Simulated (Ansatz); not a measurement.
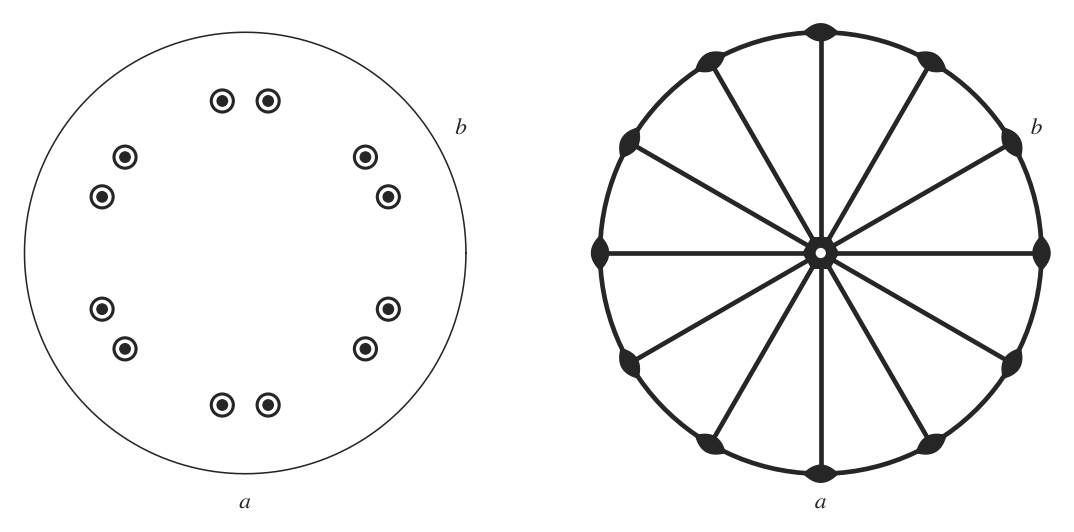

Stereographic projection: filled dots lie in the upper hemisphere, open rings in the lower; heavy lines are mirror planes (a heavy rim: a mirror in the plane of the page); lens, triangle, square and hexagon are 2-, 3-, 4- and 6-fold axes, a lens in an open square is −4, a triangle in an open hexagon −6; thin dashed diameters join the ends of axes that lie in the page; a small open circle marks inversion. The c axis points at the viewer. Left: one general form; right: the symmetry elements. Computed from the symmetry operations of a computed or model structure of composition Rb2H3, which need not be its known form.

> Which point group is this?

6/mmm (D6h), order 24, hexagonal system: one sixfold axis, six twofold axes, seven mirror planes, an inversion centre.

> Which physical properties does it allow?

It is centrosymmetric, so neither piezoelectric nor pyroelectric; it is not chiral.
